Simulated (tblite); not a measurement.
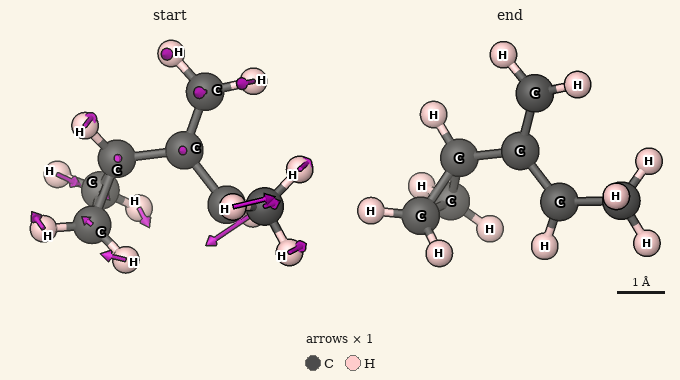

The structure of C7H11 (multiplicity 2) before (left) and after (right) a relaxation, at one scale. The purple arrows give the displacements, at their true length.

Style: ball-and-stick. Shown at a tilt.

These are results of GFN2-xTB geometry optimisation, gas phase (tblite 0.8.0), not measurements. 

Describe what moved and what it gained.

An H atom moves most after the best rigid fit: 1.46 Å. Largest moves by element: H 1.46 Å, C 0.58 Å. Some distances before and after: C–C 1.489 → 1.388 Å, C–H 1.120 → 1.079 Å, C–C 1.528 → 1.493 Å, C–H 1.103 → 1.075 Å. Among the angles between lasting bonds that change: C–C–C 115.3° → 124.6°, C–C–H 112.3° → 119.2°, H–C–H 119.4° → 113.5°. Groups turn about C–C by about 30°. Over 109 geometry steps the energy falls by 1.134 eV.
